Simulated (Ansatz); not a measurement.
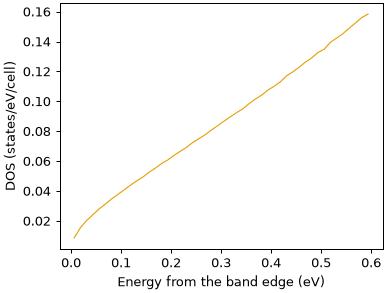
Density of states of MgIn$_{2}$O$_{4}$ (Imma) above the conduction band minimum, PBEsol, rigid bands (Ansatz, an electronic-structure program); cell volume 175.6 Å³.

Task: What effective density of states at 300 K does this give (∫ g(E) exp(−E/k_BT) dE, both spins, divided by the cell's size)?

Result: 2.5e18 cm⁻³, a density-of-states mass of 0.21 mₑ, valleys and band degeneracy included.

Spin-orbit coupling is left out. Geometry: cell and atoms relaxed with PBEsol.

Computed structure with no diffraction record at hand here (it may be known, metastable or hypothetical): MgIn2O4 (Imma).
